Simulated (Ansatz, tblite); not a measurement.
# The cluster B₈N+: a ladder of methods and basis sets, part 1 of 2

How do method and basis change the picture of the cluster B₈N+ (singlet)?

The runs use Ansatz 0.2.0, Gaussian basis; as each input shows.

The runs, in order: GFN1-xTB, GFN2-xTB, PBE-D4/def2-TZVP, r2SCAN-D4/def2-TZVP, ωB97X-V/def2-TZVP, CAM-B3LYP-D4/def2-TZVP, PBE+10HF/def2-SVP, PBE+15HF/def2-SVP, PBE+40HF/def2-SVP, PBE-D4/def2-SVP, PBE0-D4/def2-SVP, HF/6-31G, B3LYP-D4/6-31G, CCSD(T)/def2-TZVPP, MP2/def2-TZVP, RPA/def2-TZVP.

2 further runs of the same task are left out: 2 set aside as unsound or not needed. Runs told in other sessions of the task aren't counted.

## Step 1: The structure

The geometry is that of the singlet, from an earlier relaxation (PBE0-D4/def2-SVP). At that level it is the lowest of the isomers that a small search found.

9 atoms, charge 1, spin multiplicity 1.

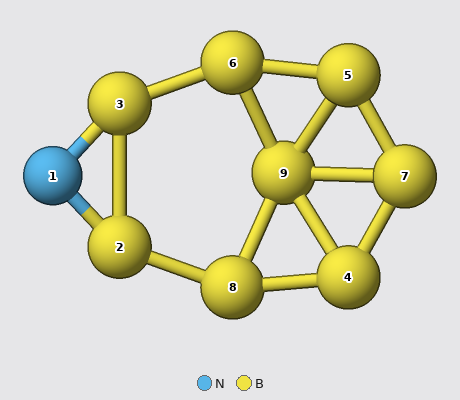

The structure; nitrogen blue, boron yellow; atoms are numbered from 1 in the order of the file.

Coordinates:

```xyz
9
B8N
N     0.69348    1.73170   -1.68842
B     0.07749    1.80946   -0.50760
B     0.69935    0.39766   -1.70019
B    -0.68039   -0.02283    1.92550
B     0.19861   -2.01843    0.23975
B     0.46706   -1.06075   -1.00588
B    -0.41959   -1.54428    1.60934
B    -0.51022    1.15794    0.86833
B    -0.52578   -0.45049    0.25914
```

The ion is computed in the gas phase, without counter-ions or solvent.

PBE0-D4/def2-TZVP was run before; its log isn't repeated, and its numbers join the tables.

## Step 2: GFN1-xTB

Tight binding, by tblite at 300 K electronic temperature and without a spin-polarisation term:

```python
tblite.interface.Calculator('GFN1-xTB', numbers, positions, charge=1, uhf=0).singlepoint()
```

Energy -376.4847 eV, HOMO -15.33 eV, LUMO -14.90 eV; 0.005 s.

## Step 3: GFN2-xTB

Tight binding, by tblite at 300 K electronic temperature and without a spin-polarisation term:

```python
tblite.interface.Calculator('GFN2-xTB', numbers, positions, charge=1, uhf=0).singlepoint()
```

Energy -328.5647 eV, HOMO -14.16 eV, LUMO -13.87 eV; 0.008 s.

## Step 4: PBE-D4/def2-TZVP

start.molden holds the orbitals of an earlier run on this state, given as this run's starting guess.

Contents of in.yaml:

```yaml
crystal:
  periodic: [false, false, false]
  atoms:
    - {symbol: N, position_ang: [0.693478, 1.731702, -1.688418]}
    - {symbol: B, position_ang: [0.077486, 1.809459, -0.507596]}
    - {symbol: B, position_ang: [0.699353, 0.397663, -1.700189]}
    - {symbol: B, position_ang: [-0.680392, -0.022831, 1.925501]}
    - {symbol: B, position_ang: [0.198608, -2.018430, 0.239750]}
    - {symbol: B, position_ang: [0.467057, -1.060749, -1.005875]}
    - {symbol: B, position_ang: [-0.419589, -1.544275, 1.609340]}
    - {symbol: B, position_ang: [-0.510223, 1.157940, 0.868334]}
    - {symbol: B, position_ang: [-0.525777, -0.450488, 0.259142]}
basis:
  gaussian: {orbitals: def2-TZVP, initial_orbitals: start.molden}
total_charge: 1
hamiltonian: {xc: pbe, dispersion: d4}
scf: {omitted_lower_state_checks: [starts]}
output: {orbitals: {seedname: orbitals}}
```

Command:

```sh
$ ansatz run in.yaml --threads 4 --pin off --events-out ev --progress --plain --max-ram 4787MiB
```

Log:

```text
Functional definition: PBE
  name "PBE"
  cite "Perdew, Burke & Ernzerhof, Phys. Rev. Lett. 77, 3865 (1996) doi:10.1103/PhysRevLett.77.3865"
  parent pbe
  parameter kappa = 0.804
  parameter beta = 0.06672455060314922
  exchange = pbe_x(kappa = kappa, mu = beta*pi^2/3)
  correlation = pbe_c(beta = beta)
these checks for a lower state are left out or cut short: starts
1507 factors; their error is unknown
mean field evaluation 1: about -6878.6960 eV, gradient 9.3e0 eV
mean field evaluation 2: about -6878.8354 eV, gradient 1.8e-1 eV
mean field evaluation 4: about -6878.8110 eV, gradient 2.4e-3 eV
mean field -6878.81101470 eV, -252.7916421647 hartree, gradient 2.4e-5 eV, S^2 0.000000; 0 other end points of the search recorded, 0 dependent functions left out
reference -6878.81106496 eV, -252.7916440115 hartree; 23, 23 occupied and 256, 256 virtual orbitals, 1507 factors
Total energy: -6879.12296129 eV, -252.8031059902 hartree
Checks for a lower state left out: starts
```

Wall time 2.5 s (4 threads of Intel Xeon Platinum 8488C, shared host).

HOMO -11.37 eV, LUMO -10.77 eV.

## Step 5: r2SCAN-D4/def2-TZVP

Edit in.yaml of step 4 so:

```diff
@@ -15,4 +15,4 @@
 total_charge: 1
-hamiltonian: {xc: pbe, dispersion: d4}
+hamiltonian: {xc: r2scan, dispersion: d4}
 scf: {omitted_lower_state_checks: [starts]}
-output: {orbitals: {seedname: orbitals}}
+output: {forces: true, orbitals: {seedname: orbitals}}
```

Same command.

Log, cut to the lines that bear on the results:

```text
Functional definition: r2SCAN
  name "r2SCAN"
  cite "Furness, Kaplan, Ning, Perdew & Sun, J. Phys. Chem. Lett. 11, 8208 (2020) doi:10.1021/acs.jpclett.0c02405"
  cite "Furness, Kaplan, Ning, Perdew & Sun, J. Phys. Chem. Lett. 11, 9248 (2020) doi:10.1021/acs.jpclett.0c03077"
  parent r2scan
[...]
1507 factors; their error is unknown
[...]
mean field -6884.66102122 eV, -253.0066259389 hartree, gradient 1.4e-5 eV, S^2 0.000000; 0 other end points of the search recorded, 0 dependent functions left out
[...]
reference -6884.66103746 eV, -253.0066265357 hartree; 23, 23 occupied and 256, 256 virtual orbitals, 1507 factors
Total energy: -6884.73273018 eV, -253.0092611946 hartree
Atom 0 at     0.693478     1.731702    -1.688418 Å, force     0.089115     0.141423    -0.121044 eV/Å
Atom 1 at     0.077486     1.809459    -0.507596 Å, force    -0.148333    -0.167749     0.310019 eV/Å
Atom 2 at     0.699353     0.397663    -1.700189 Å, force    -0.074709    -0.334483     0.168705 eV/Å
Atom 3 at    -0.680392    -0.022831     1.925501 Å, force     0.101700    -0.072201    -0.287794 eV/Å
Atom 4 at     0.198608    -2.018430     0.239750 Å, force    -0.064537     0.305424     0.031067 eV/Å
Atom 5 at     0.467057    -1.060749    -1.005875 Å, force    -0.009664     0.183342     0.127565 eV/Å
Atom 6 at    -0.419589    -1.544275     1.609340 Å, force     0.049069     0.217228    -0.231576 eV/Å
Atom 7 at    -0.510223     1.157940     0.868334 Å, force     0.126959    -0.126062    -0.134505 eV/Å
Atom 8 at    -0.525777    -0.450488     0.259142 Å, force    -0.069601    -0.146923     0.137563 eV/Å
Dipole moment:    -0.338635    -0.110141    -0.046200 e Å
Checks for a lower state left out: starts
```

Wall time 4.6 s (4 threads of Intel Xeon Platinum 8488C, shared host).

Report: HOMO -11.51 eV, LUMO -10.63 eV.

## Step 6: ωB97X-V/def2-TZVP

Edit in.yaml of step 5 so:

```diff
@@ -15,4 +15,4 @@
 total_charge: 1
-hamiltonian: {xc: r2scan, dispersion: d4}
+hamiltonian: {xc: {name: wB97X-V}}
 scf: {omitted_lower_state_checks: [starts]}
-output: {forces: true, orbitals: {seedname: orbitals}}
+output: {orbitals: {seedname: orbitals}}
```

Launched as before.

Log, cut to the lines that bear on the results:

```text
Functional definition: wB97X-V
  name "wB97X-V"
  cite "Mardirossian & Head-Gordon, Phys. Chem. Chem. Phys. 16, 9904 (2014) doi:10.1039/C3CP54374A"
  cite "Becke, J. Chem. Phys. 107, 8554 (1997) doi:10.1063/1.475007"
  cite "Vydrov & Van Voorhis, J. Chem. Phys. 133, 244103 (2010) doi:10.1063/1.3521275"
[...]
      + integral(e_c_pw_opposite_spin*poly(b97_u_opposite, cos0, cos1)) + vv10(b, c)
[...]
1507 factors; their error is unknown
398 factors; integrals over basis functions are off by at most 5.5e-6 eV
[...]
mean field -6886.71789931 eV, -253.0822148146 hartree, gradient 1.8e-5 eV, S^2 0.000000; 0 other end points of the search recorded, 0 dependent functions left out
reference -6886.71789688 eV, -253.0822147252 hartree; 23, 23 occupied and 256, 256 virtual orbitals, 1507 factors
Total energy: -6886.71789688 eV, -253.0822147252 hartree
Checks for a lower state left out: starts
```

It took 8 s on 4 threads of Intel Xeon Platinum 8488C, shared host; peak memory 1.2 GiB.

Report: HOMO -14.20 eV, LUMO -7.79 eV.

## Step 7: CAM-B3LYP-D4/def2-TZVP

Edit in.yaml of step 6 so:

```diff
@@ -15,3 +15,3 @@
 total_charge: 1
-hamiltonian: {xc: {name: wB97X-V}}
+hamiltonian: {xc: {name: CAM-B3LYP}, dispersion: d4}
 scf: {omitted_lower_state_checks: [starts]}
```

Launched as before.

Log, cut to the lines that bear on the results:

```text
Functional definition: CAM-B3LYP
  name "CAM-B3LYP"
  cite "Yanai, Tew & Handy, Chem. Phys. Lett. 393, 51 (2004) doi:10.1016/j.cplett.2004.06.011"
  cite "Iikura, Tsuneda, Yanai & Hirao, J. Chem. Phys. 115, 3540 (2001) doi:10.1063/1.1383587"
  cite "Becke, Phys. Rev. A 38, 3098 (1988) doi:10.1103/PhysRevA.38.3098"
  cite "Lee, Yang & Parr, Phys. Rev. B 37, 785 (1988) doi:10.1103/PhysRevB.37.785"
  cite "Vosko, Wilk & Nusair, Can. J. Phys. 58, 1200 (1980) doi:10.1139/p80-159"
[...]
  # Exact exchange under (alpha + beta erf(omega r))/r, Becke's under what is left of 1/r.
[...]
1507 factors; their error is unknown
447 factors; integrals over basis functions are off by at most 7.3e-6 eV
[...]
mean field -6883.50390359 eV, -252.9641026505 hartree, gradient 1.9e-5 eV, S^2 0.000000; 0 other end points of the search recorded, 0 dependent functions left out
reference -6883.50403676 eV, -252.9641075444 hartree; 23, 23 occupied and 256, 256 virtual orbitals, 1507 factors
Total energy: -6883.77656130 eV, -252.9741226366 hartree
Checks for a lower state left out: starts
```

Wall time 4.7 s (4 threads of Intel Xeon Platinum 8488C, shared host); peak memory 1.1 GiB.

HOMO -13.31 eV, LUMO -8.74 eV.

## Step 8: PBE+10HF/def2-SVP

Edit in.yaml of step 7 so:

```diff
@@ -13,5 +13,5 @@
 basis:
-  gaussian: {orbitals: def2-TZVP, initial_orbitals: start.molden}
+  gaussian: {orbitals: def2-SVP, initial_orbitals: start.molden}
 total_charge: 1
-hamiltonian: {xc: {name: CAM-B3LYP}, dispersion: d4}
+hamiltonian: {xc: {text: "exchange = 0.90*pbe_x + 0.10*exact_x\ncorrelation = pbe_c"}}
 scf: {omitted_lower_state_checks: [starts]}
```

Same command.

Log:

```text
Functional definition: unnamed
  exchange = 0.90*pbe_x + 0.10*exact_x
  correlation = pbe_c
these checks for a lower state are left out or cut short: starts
1404 factors; their error is unknown
mean field evaluation 1: about -6871.8628 eV, gradient 5.3e0 eV
mean field evaluation 2: about -6871.9599 eV, gradient 7.7e-2 eV
mean field evaluation 4: about -6871.9191 eV, gradient 3.2e-4 eV
mean field -6871.91908989 eV, -252.5383685995 hartree, gradient 1.5e-5 eV, S^2 0.000000; 0 other end points of the search recorded, 0 dependent functions left out
reference -6871.91912572 eV, -252.5383699163 hartree; 23, 23 occupied and 103, 103 virtual orbitals, 1404 factors
Total energy: -6871.91912572 eV, -252.5383699163 hartree
Checks for a lower state left out: starts
```

Run time: 1.3 s. Hardware: 4 threads of Intel Xeon Platinum 8488C, shared host.

HOMO -11.75 eV, LUMO -10.48 eV.

## Step 9: PBE+15HF/def2-SVP

Edit in.yaml of step 8 so:

```diff
@@ -15,3 +15,3 @@
 total_charge: 1
-hamiltonian: {xc: {text: "exchange = 0.90*pbe_x + 0.10*exact_x\ncorrelation = pbe_c"}}
+hamiltonian: {xc: {text: "exchange = 0.85*pbe_x + 0.15*exact_x\ncorrelation = pbe_c"}}
 scf: {omitted_lower_state_checks: [starts]}
```

Same command.

Log:

```text
Functional definition: unnamed
  exchange = 0.85*pbe_x + 0.15*exact_x
  correlation = pbe_c
these checks for a lower state are left out or cut short: starts
1404 factors; their error is unknown
mean field evaluation 1: about -6872.0198 eV, gradient 4.8e0 eV
mean field evaluation 2: about -6872.0995 eV, gradient 6.2e-2 eV
mean field evaluation 4: about -6872.0667 eV, gradient 2.0e-4 eV
mean field -6872.06666180 eV, -252.5437917671 hartree, gradient 1.1e-5 eV, S^2 0.000000; 0 other end points of the search recorded, 0 dependent functions left out
reference -6872.06669558 eV, -252.5437930084 hartree; 23, 23 occupied and 103, 103 virtual orbitals, 1404 factors
Total energy: -6872.06669558 eV, -252.5437930084 hartree
Checks for a lower state left out: starts
```

Wall time 1.3 s (4 threads of Intel Xeon Platinum 8488C, shared host).

From the report: HOMO -11.92 eV, LUMO -10.31 eV.

## Step 10: PBE+40HF/def2-SVP

Edit in.yaml of step 9 so:

```diff
@@ -15,3 +15,3 @@
 total_charge: 1
-hamiltonian: {xc: {text: "exchange = 0.85*pbe_x + 0.15*exact_x\ncorrelation = pbe_c"}}
+hamiltonian: {xc: {text: "exchange = 0.60*pbe_x + 0.40*exact_x\ncorrelation = pbe_c"}}
 scf: {omitted_lower_state_checks: [starts]}
```

The command is unchanged.

Log:

```text
Functional definition: unnamed
  exchange = 0.60*pbe_x + 0.40*exact_x
  correlation = pbe_c
these checks for a lower state are left out or cut short: starts
1506 factors; their error is unknown
mean field evaluation 1: about -6872.8050 eV, gradient 6.8e0 eV
mean field evaluation 2: about -6872.9221 eV, gradient 1.2e-1 eV
mean field evaluation 4: about -6872.9298 eV, gradient 5.4e-4 eV
mean field -6872.92979381 eV, -252.5755112832 hartree, gradient 1.9e-5 eV, S^2 0.000000; 0 other end points of the search recorded, 0 dependent functions left out
reference -6872.92981750 eV, -252.5755121541 hartree; 23, 23 occupied and 103, 103 virtual orbitals, 1506 factors
Total energy: -6872.92981750 eV, -252.5755121541 hartree
Checks for a lower state left out: starts
```

Run time: 1.5 s. Hardware: 4 threads of Intel Xeon Platinum 8488C, shared host.

HOMO -12.82 eV, LUMO -9.46 eV.

(Continued in part 2 of 2.)
